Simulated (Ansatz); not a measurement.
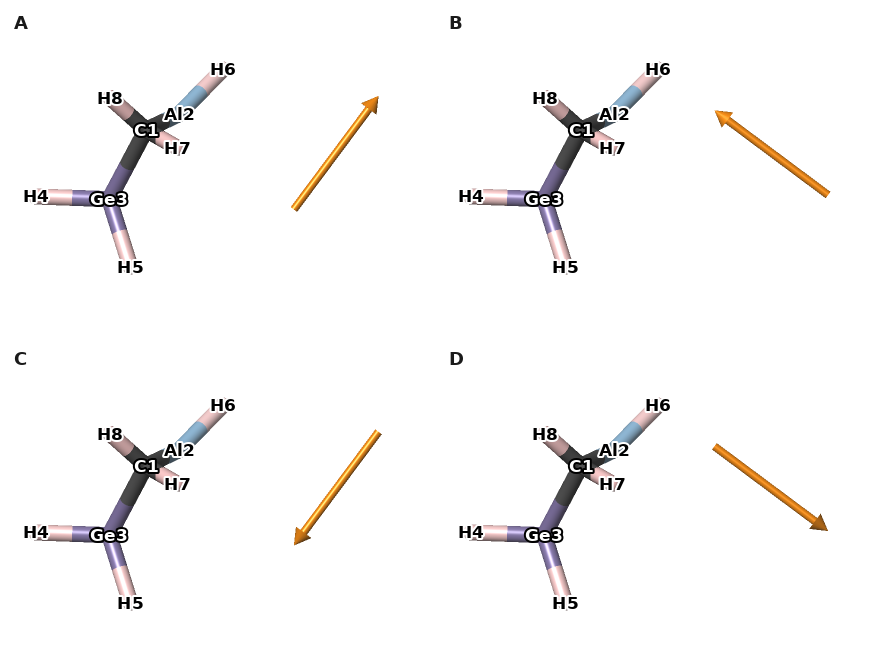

The same molecule four times, each with an arrow. The geometry was computed by an optimisation with PBE-D4/def2-SVP. No frequency run is at hand to confirm it as a minimum. Method: RKS PBE-D4/def2-SVP (Ansatz 0.2.0).

**Which arrow points along the dipole moment, from the negative to the positive end?**

A. The dipole moment is 1.07 D; it points from the side of H4, H5 to the side of H6 (the outermost atoms at the two ends).
